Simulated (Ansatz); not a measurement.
```tsv
atom	x (Å)	y (Å)	z (Å)
Ga	-0.7232	0.2609	-0.7449
O	0.9242	-0.1062	0.5812
O	-0.6806	-1.3569	-1.1572
H	0.7842	-1.0374	0.3005
Cl	-1.1859	2.2974	-0.5217
H	0.8813	-0.0578	1.5421
```

The product side of a reaction path; geometry: PBE0-D4/def2-TZVP.

Method: RKS PBE0-D4/def2-TZVPP in Ansatz 0.2.0.

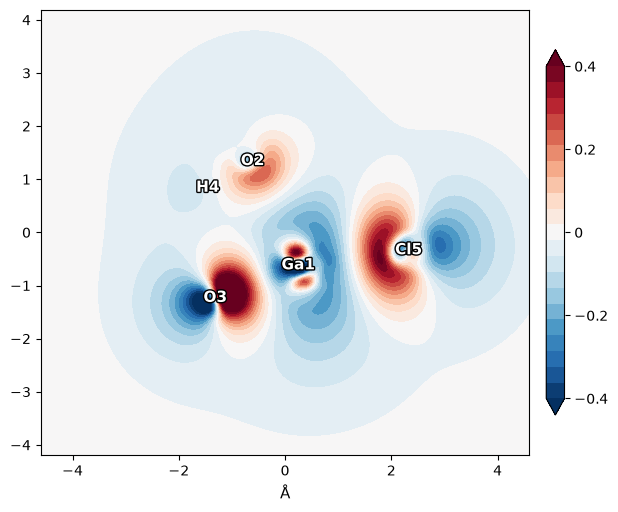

ClGaO···H2O. One frontier orbital on the plane of atoms O3, Ga1 and Cl5 (values in Å⁻³ᐟ²; the overall sign is arbitrary).

**Which orbital is it: HOMO or LUMO?**

The LUMO, at −1.59 eV. Its weight (Hirshfeld) is mainly on Ga1 (about 50 %), Cl5 (about 20 %) and O3 (about 15 %).
